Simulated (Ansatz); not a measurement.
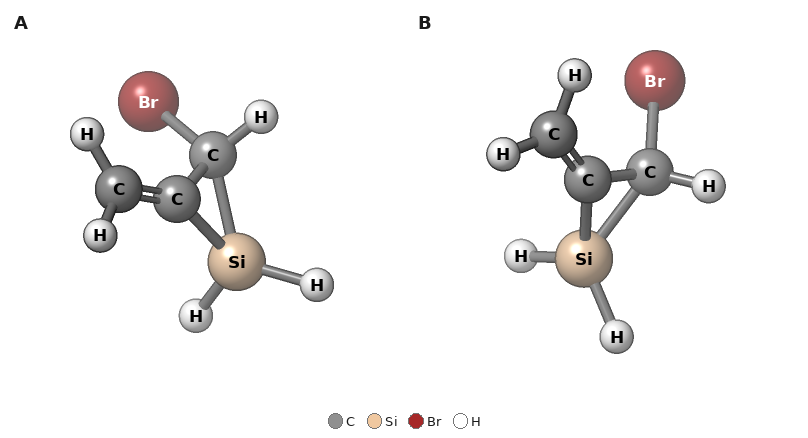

Atoms fade into the background with distance from the viewer. Computed geometry: PBE-D4/def2-SVP optimisation. No frequency run is at hand to confirm it as a minimum.

**Are A and B the same structure? If not, how do they differ?**

Yes. They are the same structure, C3H5BrSi (C=C1[SiH2][C@H]1Br), seen from two directions: a rotation takes one into the other. The geometry is chiral (C1), so its mirror image would differ.
